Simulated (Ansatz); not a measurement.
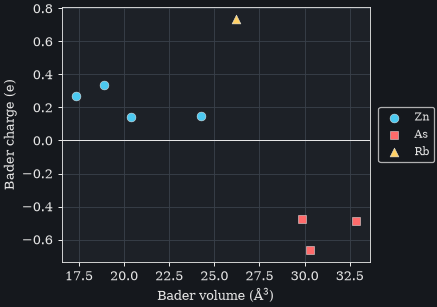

Bader charges of the atoms (positive: electrons lost), against the volumes of their basins.

Calculation on RbZn4As3 (amorphous cell), 8 atoms in the cell.

Level of theory: DFT with r2SCAN, PAW plane waves, no spin polarisation, 4×4×3 k mesh, 500 eV cutoff, Gaussian smearing of 0.016 eV; code Ansatz 0.2.0.

Question: What are the charges by element?

Answer: The Bader charges are Rb +0.74 e, Zn from +0.14 to +0.33 e and As from −0.67 to −0.48 e. Summed over the cell, Zn gives up most (0.9 e) and As takes most (1.6 e).

Question: Which atoms take the most room?

Answer: As has the largest basins, 31.0 Å³ on average, and Zn the smallest, 20.2 Å³.

The atoms aren't at rest in this cell (largest force 1.6 eV/Å), so the relaxed material can differ.
